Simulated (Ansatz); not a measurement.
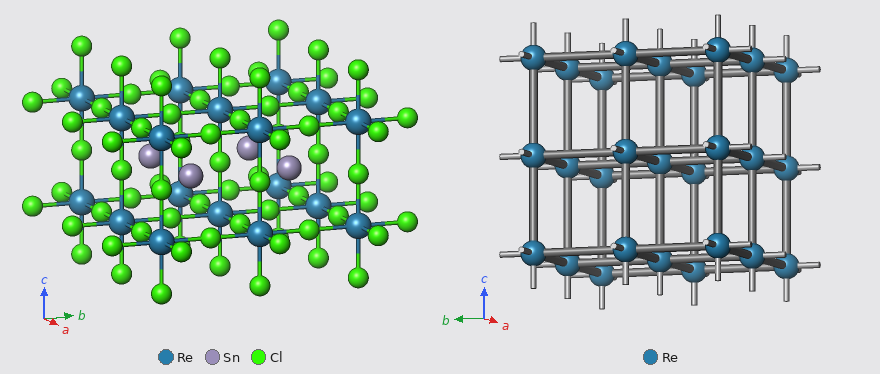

Left: the structure. Right: its underlying net. Nodes are coloured by element. Short stubs are edges that leave the cut-out.

System ReSnCl₃ (space group Pm-3m, No. 221); source of the atomic positions: the end point of a relaxation with DFT PBE, scalar-relativistic, plane waves, PAW (Ansatz 0.2.0); the starting structure was generated, so it need not be a known form of this composition.

Bonds are taken as Cl–Re below 2.8 Å; no other contact counts. Atoms with one bond or none are removed and atoms with two bonds are replaced by edges, until no such atom is left.

The result is a uninodal 6-connected, three-periodic net: Re is a 6-connected node. Cl becomes part of the edges. Sn drops out. It is the pcu net, known from NaCl, ReO3 and the B-X framework of perovskite. It is a single net, without interpenetration.

```tsv
node	links	point symbol	coordination sequence
Re	6	4^12.6^3	6 18 38 66 102 146 198 258 326 402
```
